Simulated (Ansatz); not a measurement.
Al3P4 (charge −1, triplet)

Input

```
crystal:
  periodic: [false, false, false]
  atoms:
    - {symbol: Al, position_ang: [-1.302036, -0.488317, -1.165022]}
    - {symbol: Al, position_ang: [0.571430, 1.651802, 0.741086]}
    - {symbol: Al, position_ang: [0.806649, -1.069269, 0.269001]}
    - {symbol: P, position_ang: [2.482589, 0.320495, 0.965059]}
    - {symbol: P, position_ang: [0.136567, -2.207639, -1.582569]}
    - {symbol: P, position_ang: [-1.220259, 0.082192, 1.255675]}
    - {symbol: P, position_ang: [-1.474939, 1.710737, -0.483229]}
basis:
  gaussian: {orbitals: def2-TZVPD, initial_orbitals: start.molden}
total_charge: -1
magnetization: {spin_polarized: true, initial_magnetization: 2}
hamiltonian: {xc: pbe0, dispersion: d4}
scf: {omitted_lower_state_checks: [starts]}
output: {orbitals: {seedname: orbitals}}
```

Run with:

```sh
ansatz run in.yaml --threads 4 --pin off --events-out ev --progress --plain --max-ram 4787MiB
```

Geometry: r2SCAN-D4/def2-SVPD.

The calculation used UKS PBE0-D4/def2-TZVPD in Ansatz.

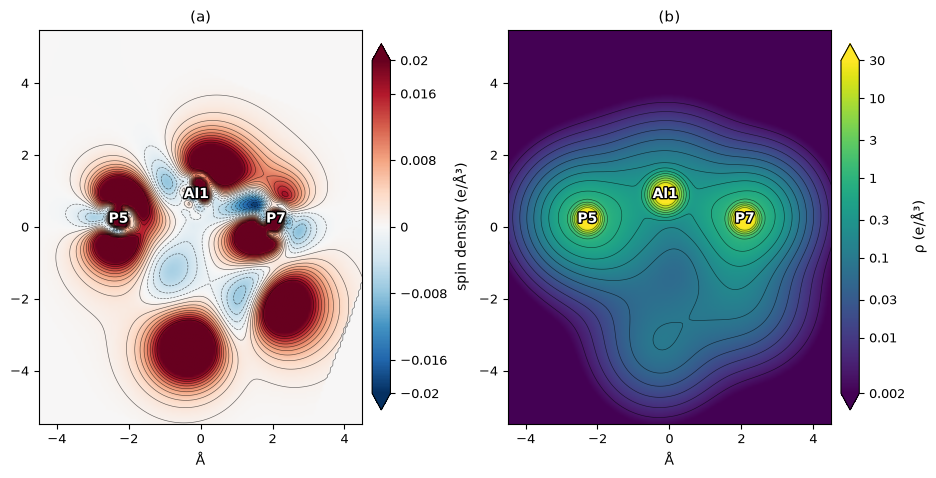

Figure 1. (a) spin density; (b) electron density on the plane of atoms P5, Al1 and P7.

Question: Interpret the plot.

Answer: Atoms in the plane: Al and P.
Al–P (2.28 Å): ρ is about 0.54 e/Å³ halfway.
The unpaired spin (2 electrons) lies mostly on P4 (about 0.7), Al2 (about 0.5), P5 (about 0.3), P6 (about 0.2), Al1 (about 0.2) and P7 (about 0.1), in electrons by Hirshfeld's partition.

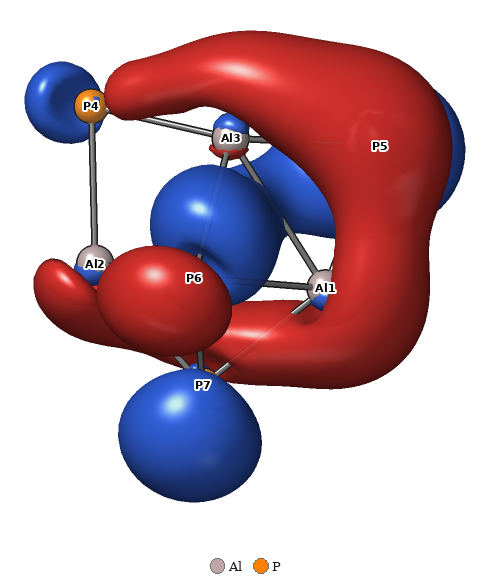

Figure 2. The HOMO (β) at ±0.08 Å⁻³ᐟ² (red and blue are the two phases), seen at an oblique angle.

Question: Where does this orbital lie, and at what energy?

Answer: By Hirshfeld shares it lies mainly on P5 (about 30 %), P7 (about 15 %), Al1 (about 15 %), Al3 (about 15 %), P6 (about 15 %) and Al2 (about 5 %). Its energy is −1.78 eV.
